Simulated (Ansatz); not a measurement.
# YC3 (built on the sites of a database entry of InC3): a soft mode frozen in, part 2 of 2

Wanted: the energy along a soft mode of YC3 (built on the sites of a database entry of InC3) and the structure at the end.

Ansatz 0.2.0; DFT PBEsol, scalar-relativistic, plane waves, PAW.

So far, highest frequency on the path or at a solved wavevector (cm⁻¹): step 2 (the dispersion) 479. Also lowest frequency on the path (cm⁻¹): step 2 -798.

The structure was built from a prototype and need not be the compound's stable phase.

## Step 6: Relaxing from the distorted cell

Starting from the lowest point found, all atoms and the cell are let go, so that strain and other modes of the same symmetry can join in.

input.yaml reads:

```yaml
crystal:
  lattice:
    - [3.4934150787, 3.4934150787, 0.0]
    - [3.4934150787, 0.0, 3.4934150787]
    - [3.4934150787, 0.0, -3.4934150787]
  atoms:
    - { symbol: "Y", position: [0.0, 0.5, 0.5] }
    - { symbol: "Y", position: [0.0, 0.0, 0.0] }
    - { symbol: C, position: [0.5, -0.0858758531, 0.4141241469] }
    - { symbol: C, position: [0.5, 0.5858758531, 0.0858758531] }
    - { symbol: C, position: [0.1717517061, -0.0858758531, 0.4141241469] }
    - { symbol: C, position: [-0.1717517061, 0.5858758531, 0.0858758531] }
    - { symbol: C, position: [0.5, -0.0858758531, 1.0858758531] }
    - { symbol: C, position: [0.5, 0.5858758531, 0.4141241469] }
kpoints:
  mp_grid: { grid: [8, 8, 8] }
hamiltonian:
  xc: pbesol
scf:
  occupations: { method: methfessel_paxton, width: 0.15 }
output:
  forces: true
  stress: true
  eigenvalues: true
relax:
  adjacent_minimum: "off"
  f_tol: 0.002
  max_steps: 120
  cell: { stress_tol: 0.03 }
```

Launch:

```sh
$ ansatz run input.yaml --threads 8 --pin off --max-ram 14336MiB --backend cpu --events-out ev --progress --plain --runs-dir out
```

Numbers of over 12 decimals in the logs are rounded to 6 here.

The log of the run:

```text
[...]
Crystal: 8 atoms, lattice volume = 85.267 Å³
Basis set: ecut = 420 eV, 1687 PW (Γ), exchange–correlation on 72×72×72 points (8 copies of the dense FFT grid, shifted against one another)
Bands: 31, of which v1, the nominal top of the filled ones, is band 23 counted from 1 (22 counted from 0)
Symmetry: 48 space group operations
[...]
k-points: 29 of 512
[...]
SCF iter   1: F=—  HF=-9062.617336 eV  |F-HF|=—  |Δ(HF+E_count)|=         —  Δρ=1.16e-2  dr2=1.37e-1  ethr=1.77e-3  ⟨swp⟩=6.9  Hψ=4083  notcnv=0
[...]
SCF iter   6: F=-9062.620521 eV  HF=-9062.620521 eV  |F-HF|=4.33e-9  |Δ(HF+E_count)|=   1.03e-7  S|Δr|=    0.00e0  Δρ=4.98e-6  dr2=1.46e-8  ethr=2.17e-10  ⟨swp⟩=11.3  Hψ=4491  notcnv=0
SCF 1 converged in 6 iterations: F = -9062.620521 eV  dr2 = 1.46e-8
[...]
relax step   1: F+E_penalty+E_count = -9062.62052068 eV  Δ(F+E_penalty+E_count) = +0.000e0 eV  max|allowed force component| = 1.847e0 eV/Å  Δτ_max = 0.0000 Å  P = +8.508 GPa  Ω = 85.267 Å³  (6 SCF iters, dr2 threshold 1.00e-7 eV, accepted)
Crystal: 8 atoms, lattice volume = 86.149 Å³
[...]
iter 1 solved again at ethr=3.73e-5 eV; its pass at ethr=3.10e-3 eV (dr2=1.71e-2 eV) is discarded
[...]
SCF iter   5: F=-9062.747421 eV  HF=-9062.747421 eV  |F-HF|=1.16e-9  |Δ(HF+E_count)|=   6.51e-8  S|Δr|=    0.00e0  Δρ=6.90e-6  dr2=2.09e-8  ethr=1.74e-9  ⟨swp⟩=7.6  Hψ=4239  notcnv=0
SCF 2 converged in 5 iterations: F = -9062.747421 eV  dr2 = 2.09e-8
relax step   2: F+E_penalty+E_count = -9062.74742110 eV  Δ(F+E_penalty+E_count) = -1.269e-1 eV  max|allowed force component| = 1.202e0 eV/Å  Δτ_max = 0.0102 Å  P = +4.749 GPa  Ω = 86.149 Å³  energy of the carried Pulay correction = -2.141e-3 eV  (5 SCF iters, dr2 threshold 8.00e-7 eV, accepted)
Crystal: 8 atoms, lattice volume = 85.708 Å³
[...]
SCF iter   6: F=-9062.846347 eV  HF=-9062.846347 eV  |F-HF|=7.34e-8  |Δ(HF+E_count)|=   1.82e-7  S|Δr|=    0.00e0  Δρ=8.38e-6  dr2=9.49e-8  ethr=1.74e-9  ⟨swp⟩=4.3  Hψ=2662  notcnv=0
the search or the solves at the SCF's close seem to have found levels that the self-consistency loop had missed (the run counts 1). By its estimate they hold under 1e-12 electrons; where the run keeps them, the occupations were computed again with them
SCF 3 converged in 6 iterations: F = -9062.846347 eV  dr2 = 9.49e-8
relax step   3: F+E_penalty+E_count = -9062.84634699 eV  Δ(F+E_penalty+E_count) = -9.893e-2 eV  max|allowed force component| = 7.486e-2 eV/Å  Δτ_max = 0.0286 Å  P = +1.816 GPa  Ω = 85.708 Å³  energy of the carried Pulay correction = -1.073e-3 eV  (6 SCF iters, dr2 threshold 8.00e-7 eV, accepted)
[...]
relax step   4: F+E_penalty+E_count = -9062.84879476 eV  Δ(F+E_penalty+E_count) = -2.448e-3 eV  max|allowed force component| = 1.609e-3 eV/Å  Δτ_max = 0.0011 Å  P = -0.113 GPa  Ω = 86.656 Å³  energy of the carried Pulay correction = -3.361e-3 eV  (4 SCF iters, dr2 threshold 8.00e-7 eV, accepted)
[...]
relax step   5: F+E_penalty+E_count = -9062.84896252 eV  Δ(F+E_penalty+E_count) = -1.678e-4 eV  max|allowed force component| = 1.185e-4 eV/Å  Δτ_max = 0.0002 Å  P = -0.002 GPa  Ω = 86.595 Å³  energy of the carried Pulay correction = -3.215e-3 eV  (3 SCF iters, dr2 threshold 3.18e-8 eV, accepted)
[...]
relax step   6: F+E_penalty+E_count = -9062.85275453 eV  Δ(F+E_penalty+E_count) = -3.792e-3 eV  max|allowed force component| = 3.582e-4 eV/Å  Δτ_max = 0.0000 Å  P = +0.083 GPa  Ω = 86.595 Å³  stress off target by 8.30e-2 GPa  SCF on the basis re-selected at this cell (its energy is not comparable with the rows above)  (6 SCF iters)
[...]
relax step   7: F+E_penalty+E_count = -9062.85264660 eV  Δ(F+E_penalty+E_count) = +1.079e-4 eV  max|allowed force component| = 2.326e-4 eV/Å  Δτ_max = 0.0001 Å  P = +0.001 GPa  Ω = 86.642 Å³  energy of the carried Pulay correction = -1.203e-4 eV  (4 SCF iters, dr2 threshold 1.72e-8 eV, accepted)
[...]
SCF iter   5: F=-9062.852647 eV  HF=-9062.852647 eV  |F-HF|=0.00e0  |Δ(HF+E_count)|=  2.36e-11  S|Δr|=    0.00e0  Δρ=4.59e-8  dr2=8.00e-13  ethr=1.00e-12  ⟨swp⟩=7.0  Hψ=4884  notcnv=0
SCF 8 converged in 5 iterations: F = -9062.852647 eV  dr2 = 8.00e-13
relax step   8: F+E_penalty+E_count = -9062.85264661 eV  Δ(F+E_penalty+E_count) = -9.113e-10 eV  max|allowed force component| = 2.098e-4 eV/Å  Δτ_max = 0.0000 Å  P = +0.002 GPa  Ω = 86.642 Å³  stress off target by 1.64e-3 GPa  SCF on the basis re-selected at this cell (its energy is not comparable with the rows above)  (5 SCF iters)
[...]
SCF converged after 5 iterations
[...]
Free energy (F): -9062.852647 eV
[...]
Internal energy: -9062.850903 eV  (E = F + TS)
E sigma→0 (E₀):  -9062.852211 eV
Entropy (-TS):   -0.001744 eV (-0.218 meV/atom)
Fermi energy:    12.431650 eV
[...]
--- Forces (eV/Å), atoms counted from 1 ---
  atom   1  Y     -0.00000000     0.00000000     0.00000000
  atom   2  Y      0.00000000    -0.00000000     0.00000000
  atom   3  C     -0.00020979    -0.00000000    -0.00000000
  atom   4  C      0.00020979     0.00000000    -0.00000000
  atom   5  C      0.00000000     0.00020979     0.00000000
  atom   6  C     -0.00000000    -0.00020979     0.00000000
  atom   7  C      0.00000000    -0.00000000    -0.00020979
  atom   8  C      0.00000000     0.00000000     0.00020979
  max |Σ_I F_I| component: 6.48e-17 eV/Å
--- Stress (GPa, compression-positive) ---
        0.001644      -0.000000       0.000000
        0.000000       0.001644       0.000000
       -0.000000      -0.000000       0.001644
  P = ⅓ Tr σ = 0.0016 GPa (0.016 kbar)
--- Band table (eV; the first three rows and the last of 29) ---
  k-point 0: bands = [... 19 lower, 8.8640, 8.8640, 13.4525, 13.4525, 13.4525, 15.9511, 15.9511, 16.6316, ... 4 higher]
  k-point 1: bands = [... 19 lower, 9.0212, 9.0212, 12.8883, 12.8883, 13.4862, 16.1939, 16.1939, 16.3171, ... 4 higher]
  k-point 2: bands = [... 19 lower, 9.4285, 9.4285, 11.9664, 11.9664, 13.5713, 15.6084, 16.2440, 16.2440, ... 4 higher]
  k-point 28: bands = [... 19 lower, 9.4122, 9.9134, 10.7993, 10.7993, 12.1724, 14.4641, 14.7876, 14.7876, ... 4 higher]
--- Relaxed structure (6 steps of the walk, 6 accepted, 2 SCFs on fresh bases) ---
  F+E_penalty+E_count = -9062.85264661 eV   max|allowed force component| = 2.098e-4 eV/Å   (the final SCF, on the basis selected at the relaxed cell)
  cell:  # Å, volume = 86.6421 Å³
    - [3.512095, 3.512095, 0]
    - [3.512095, 0, 3.512095]
    - [3.512095, 0, -3.512095]
  atoms:
    - { symbol: Y, position: [-1.112432125714901e-18, 0.500000, 0.500000] }
    - { symbol: Y, position: [-1.1124321257149012e-18, 3.0890116132536737e-19, 3.079312989664181e-19] }
    - { symbol: C, position: [0.500000, -0.080492, 0.419508] }
    - { symbol: C, position: [0.500000, 0.580492, 0.080492] }
    - { symbol: C, position: [0.160983, -0.080492, 0.419508] }
    - { symbol: C, position: [-0.160983, 0.580492, 0.080492] }
    - { symbol: C, position: [0.500000, -0.080492, 1.080492] }
    - { symbol: C, position: [0.500000, 0.580492, 0.419508] }
```

Elapsed: 3.5 s, on 8 threads of Intel Xeon 6975P-C (Granite Rapids), shared host; peak memory 0.58 GiB; 22 s of CPU time.

Relaxation path:

```
step  energy less that of the first step (eV)  largest force component (eV/Å)  pressure (GPa)  volume (Å³)
   1                                   0.0000                          1.8472            8.51        85.27
   2                                  -0.1269                          1.2023            4.75        86.15
   3                                  -0.2258                          0.0749            1.82        85.71
   4                                  -0.2283                          0.0016           -0.11        86.66
   5                                  -0.2284                          0.0001            0.00        86.59
  6*                                  -0.2322                          0.0004            0.08        86.59
   7                                  -0.2321                          0.0002            0.00        86.64
  8*                                  -0.2321                          0.0002            0.00        86.64
```

Relaxation steps marked * repeat the geometry before them on a plane-wave basis chosen anew for their cell, so energy and pressure can jump there.

Forces are held to the 48 operations that the run works with; a distortion that breaks them can't arise in this run.

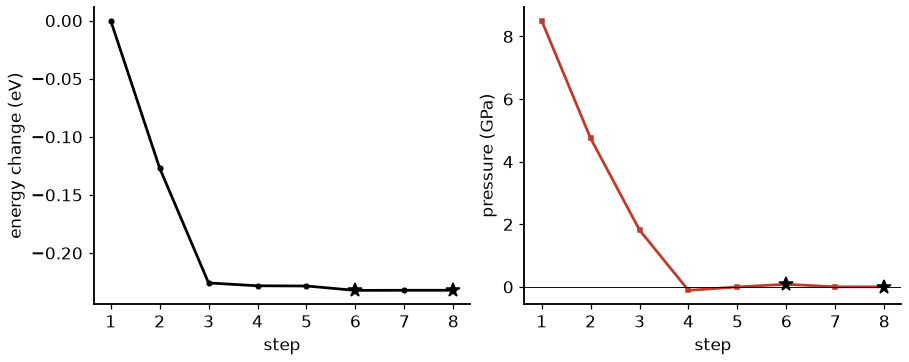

Energy and pressure along the relaxation. Stars mark steps on a basis chosen anew.

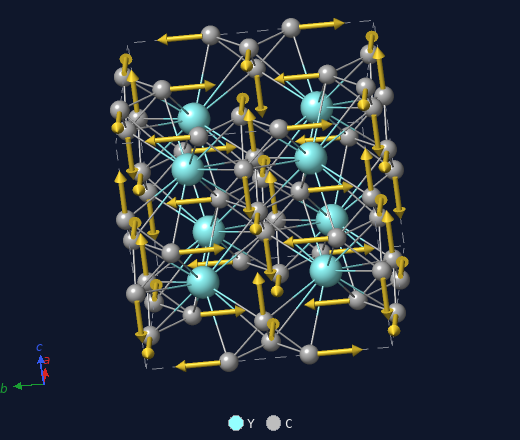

Displacements in the relaxation, exaggerated, measured against the changing cell; the longest in the cell stands for 0.04 Å. Some periodic images of atoms are drawn too.

```
conventional cell, symmetrised  before  after  change
                         a (Å)   6.987  7.024  +0.5 %
                         b (Å)   6.987  7.024  +0.5 %
                         c (Å)   6.987  7.024  +0.5 %
              volume (Å³/atom)   10.66  10.83  +1.6 %
```

The atoms that moved most (Å, as changes of fractional coordinates times the final cell):

```
atom      dx      dy      dz  length
  C7   0.000   0.000   0.038   0.038
  C4  -0.038   0.000   0.000   0.038
  C5   0.000  -0.038   0.000   0.038
  C6   0.000   0.038   0.000   0.038
  C8   0.000   0.000  -0.038   0.038
  C3   0.038   0.000   0.000   0.038
```

Numbers from this step:

| Item | Value |
| --- | --- |
| pressure | 0.001644 GPa |
| volume per atom | 10.83 Å³ |

The distorted start has space group Fm-3m; the relaxation ends in Fm-3m.

## Step 7: The new phase in its own primitive cell

The relaxed structure is symmetrised, reduced to its primitive cell and relaxed tightly, as its phonons need.

input.yaml reads:

```yaml
crystal:
  lattice:
    - [0.0, 3.5120954514, 3.5120954514]
    - [3.5120954514, 0.0, 3.5120954514]
    - [3.5120954514, 3.5120954514, 0.0]
  atoms:
    - { symbol: "Y", position: [0.25, 0.25, 0.25] }
    - { symbol: "Y", position: [0.75, 0.75, 0.75] }
    - { symbol: C, position: [0.3304915355, 0.6695084645, 0.6695084645] }
    - { symbol: C, position: [0.6695084645, 0.3304915355, 0.3304915355] }
    - { symbol: C, position: [0.3304915355, 0.6695084645, 0.3304915355] }
    - { symbol: C, position: [0.6695084645, 0.3304915355, 0.6695084645] }
    - { symbol: C, position: [0.6695084645, 0.6695084645, 0.3304915355] }
    - { symbol: C, position: [0.3304915355, 0.3304915355, 0.6695084645] }
kpoints:
  mp_grid: { grid: [8, 8, 8] }
hamiltonian:
  xc: pbesol
scf:
  occupations: { method: methfessel_paxton, width: 0.15 }
output:
  forces: true
  stress: true
  eigenvalues: true
relax:
  adjacent_minimum: "off"
  f_tol: 0.001
  max_steps: 60
  cell: { stress_tol: 0.01 }
```

The log of the run:

```text
[...]
Crystal: 8 atoms, lattice volume = 86.642 Å³
Basis set: ecut = 420 eV, 1687 PW (Γ), exchange–correlation on 72×72×72 points (8 copies of the dense FFT grid, shifted against one another)
Bands: 31, of which v1, the nominal top of the filled ones, is band 23 counted from 1 (22 counted from 0)
Symmetry: 48 space group operations
[...]
k-points: 29 of 512
[...]
- { symbol: Y, position: [0.75, 0.75, 0.75] }
    - { symbol: C, position: [0.3304915355, 0.6695084645, 0.6695084645] }
    - { symbol: C, position: [0.6695084645, 0.330492, 0.3304915355] }
    - { symbol: C, position: [0.330492, 0.6695084645, 0.3304915355] }
    - { symbol: C, position: [0.6695084645, 0.3304915355, 0.6695084645] }
    - { symbol: C, position: [0.6695084645, 0.6695084645, 0.3304915355] }
    - { symbol: C, position: [0.330492, 0.330492, 0.6695084645] }
[key lines of the parts left out:]
SCF converged after 6 iterations
Free energy (F): -9062.852647 eV
Fermi energy:    12.431650 eV
P = ⅓ Tr σ = 0.0016 GPa (0.016 kbar)
```

Elapsed: 0.99 s, on 8 threads; peak memory 0.58 GiB; 5.7 s of CPU time.

Little changed from the start: no atom moved by 0.005 Å and no cell edge by 0.1 %.

This step gave:

```
pressure : 0.001643 GPa
```

The largest force component left is 0.21 meV/Å and the pressure is 0.002 GPa, within the tolerances set. The cell now holds 10.83 Å³/atom.

## Step 8: Modes of the new phase, k-mesh 8×8×8

A relaxed structure may still be a saddle point, so its zone-centre modes are computed. No field response is asked, since the mesh shows no gap.

input.yaml: that of step 7 with these lines changed.

```diff
@@ -21,9 +21,4 @@
 output:
-  forces: true
-  stress: true
   eigenvalues: true
-relax:
-  adjacent_minimum: "off"
-  f_tol: 0.001
-  max_steps: 60
-  cell: { stress_tol: 0.01 }
+phonons:
+  method: dfpt
```

The log of the run:

```text
zone centre: on kpoints.mp_grid the ground state, and the responses unless they are solved on pairs of k-points, stand on 150 of the mesh's 512 k-points, reduced under 2 symmetry operations, with k and −k counted as one. Each operation leaves every solved displacement unchanged or reverses it
[...]
Crystal: 8 atoms, lattice volume = 86.642 Å³
Basis set: ecut = 420 eV, 1687 PW (Γ), exchange–correlation on 72×72×72 points (8 copies of the dense FFT grid, shifted against one another)
Bands: 31, of which v1, the nominal top of the filled ones, is band 23 counted from 1 (22 counted from 0)
Symmetry: 48 space group operations
k-points: 150 of 512 (irreducible under 2 space group operations, time reversal used)
[...]
SCF iter   1: F=—  HF=-9062.854309 eV  |F-HF|=—  |Δ(HF+E_count)|=         —  Δρ=1.13e-2  dr2=1.28e-1  ethr=1.77e-3  ⟨swp⟩=6.0  Hψ=20443  notcnv=0
[...]
SCF iter   8: F=-9062.852647 eV  HF=-9062.852647 eV  |F-HF|=5.46e-12  |Δ(HF+E_count)|=  2.18e-11  S|Δr|=    0.00e0  Δρ=1.02e-7  dr2=7.71e-12  ethr=1.00e-12  ⟨swp⟩=11.1  Hψ=28675  notcnv=0
SCF 1 converged in 8 iterations: F = -9062.852647 eV  dr2 = 7.71e-12
[...]
DFPT response loops at Γ: preconditioner auto → Kerker (q_TF=auto, 2.455 Å⁻¹) (partly filled bands, converged f_vac=0.010); β = 1.00, the filter's whole step (`scf.mixing.beta` (0.50) is not read by the response loops under this deck's `scf.mixing.preconditioner`; to damp them name `kerker` or `kerker_dos`, under which they read `scf.mixing.beta`, and type it under 1.00, their step now; both keys bind the ground state too); Broyden in place of MSR1
SCF converged after 8 iterations
[...]
Free energy (F): -9062.852647 eV
[...]
Internal energy: -9062.850903 eV  (E = F + TS)
E sigma→0 (E₀):  -9062.852211 eV
Entropy (-TS):   -0.001744 eV (-0.218 meV/atom)
Fermi energy:    12.431651 eV
[...]
--- Band table (eV; the first three rows and the last of 150) ---
  k-point 0: bands = [... 19 lower, 8.8640, 8.8640, 13.4525, 13.4525, 13.4525, 15.9511, 15.9511, 16.6316, ... 4 higher]
  k-point 1: bands = [... 19 lower, 9.0212, 9.0212, 12.8883, 12.8883, 13.4862, 16.1939, 16.1939, 16.3171, ... 4 higher]
  k-point 2: bands = [... 19 lower, 9.4285, 9.4285, 11.9664, 11.9664, 13.5713, 15.6084, 16.2440, 16.2440, ... 4 higher]
  k-point 149: bands = [... 19 lower, 9.3028, 9.3028, 9.6327, 12.5662, 12.5662, 15.3460, 15.3460, 15.6666, ... 4 higher]
--- Phonons (Γ-DFPT): 3 representative perturbations + reference, on 150 of 512 k-points (Σ response iterations 10) ---
  k mesh reduced under 2 symmetry operations, with k and −k counted as one. Each operation leaves every solved displacement unchanged or reverses it
  ASR residual: 4.532e-5 → 0.000e0 eV/Å²; symmetrization residual: 1.443e-6 eV/Å²
  ASR residual per site (eV/Å²): 4.53e-5 4.53e-5 1.23e-5 1.23e-5 1.23e-5 1.23e-5 1.23e-5 1.23e-5
  Γ frequencies (cm⁻¹): -474.49 -474.49 -474.49 0.00 0.00 0.00 184.05 184.05 184.05 282.87 282.87 282.87 336.23 336.23 336.41 336.41 336.41 424.75 424.75 424.75 616.66 616.66 616.66 910.47
  non-analytic LO–TO correction: not included (Born effective charges unavailable; polar crystals: no LO–TO splitting at Γ)
```

The job ended after 12 s (8 threads; peak memory 1.7 GiB; 84 s of CPU time).

This step gave:

```
sum-rule residual before enforcement                    : 4.53e-5 eV/Å²
highest optical mode at the zone centre (no LO-TO term) : 910.5 cm⁻¹
lowest optical zone-centre mode                         : -474.5 cm⁻¹
```

Patterns of degenerate modes are one choice out of their space. The modes at Γ (shares of kinetic energy by element, %) (negative means imaginary):

```
mode  frequency (cm⁻¹)  symmetry  Y %  C %
   1            -474.5       T2g    0  100
   2            -474.5       T2g    0  100
   3            -474.5       T2g    0  100
   4               0.0  acoustic   71   29
   5               0.0  acoustic   71   29
   6               0.0  acoustic   71   29
   7             184.1       T2g  100    0
   8             184.1       T2g  100    0
   9             184.1       T2g  100    0
  10             282.9       T1u   28   72
  11             282.9       T1u   28   72
  12             282.9       T1u   28   72
  13             336.2        Eg    0  100
  14             336.2        Eg    0  100
  15             336.4       T1g    0  100
  16             336.4       T1g    0  100
  17             336.4       T1g    0  100
  18             424.8       T2u    0  100
  19             424.8       T2u    0  100
  20             424.8       T2u    0  100
  21             616.7       T1u    1   99
  22             616.7       T1u    1   99
  23             616.7       T1u    1   99
  24             910.5       A1g    0  100
```

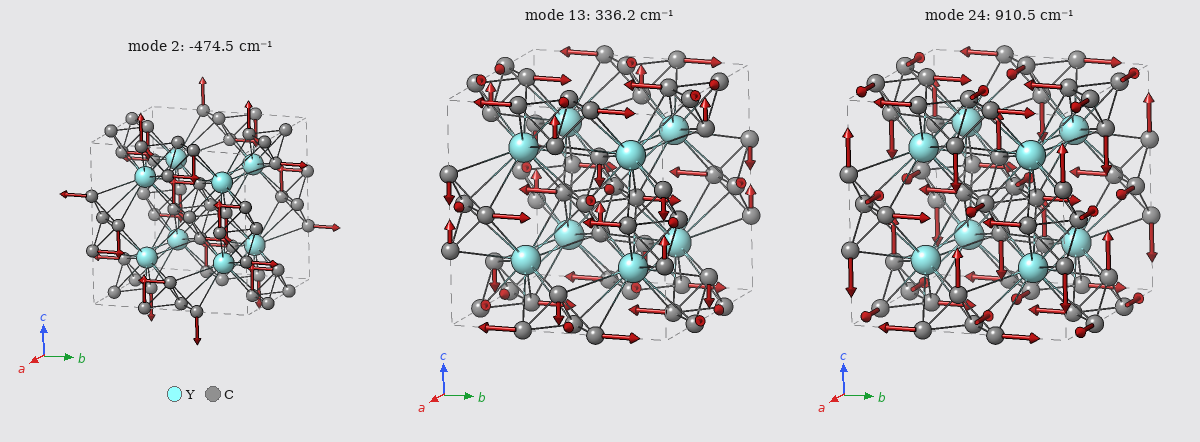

Displacement patterns of modes 2, 13 and 24 at Γ; arrows are exaggerated. Some periodic images of atoms are drawn too.

Before it was imposed, the acoustic sum rule was missed by 4.5e-5 eV/Å². Small misses are needed for a sound result but don't prove that mesh and cutoff are converged. The lowest optical mode is imaginary, 474.5i cm⁻¹, so the energy falls along it.

## Step 9: Outcome

```yaml
unstable_mode_of_the_parent: q = (-0.5, -0.5, -0.5), 798i cm⁻¹
depth_at_the_lowest_point_sampled: 1073 meV/atom
largest_atomic_shift_at_that_point: 0.6 Å
space_group_reached_within_0p01_a: Fm-3m
energy_gained_over_the_parent_first_relaxation_on_the_mesh_of_the_frozen_mode: 1102 meV/atom
volume_per_atom_phase_reached: 10.8 Å³
lowest_optical_zone_centre_mode_phase_reached: -474 cm⁻¹
highest_optical_mode_at_the_zone_centre_no_lo_to_term_phase_reached: 910 cm⁻¹
```

**Reading.** Along this mode the structure falls into Fm-3m, 1102 meV/atom below the parent. At the parent's cell the well is 1073 meV/atom deep on the steps tried, with its lowest point at a shift of 0.6 Å. That is the last step tried, so the steps alone don't bracket the bottom of the well. Relaxing atoms and cell changes the gain by +29.08 meV/atom against the lowest step (energies at zero smearing). The new phase still has an imaginary mode at the zone centre of its cell, so it is a saddle point on the way to a lower structure. Of the 4 patterns followed to their end from this parent, this one reaches the lowest energy. Each path keeps the symmetry of its pattern, so a lower phase may lie along a pattern not tried. The q mesh stands for a supercell only 7.0 Å across, so branches between the solved wavevectors are rough. With no gap, or one that is small against the smearing, the frequencies hang on the k mesh and the smearing, most of all near Kohn anomalies. The phonon runs are without spin polarisation, although the cell has an odd electron count. The starting cell was built on a prototype and not taken from a measurement, so the phase need not exist.

[Logs are printed without paths, hosts, clocks, repeated set-up lines and the standing remarks that a program may print on its own settings, such as how far it seeks lower states.]

[Hosts, paths, dates, database ids (printed as entryN), source tags and the programs' standing remarks are cut or masked in the printed files.]
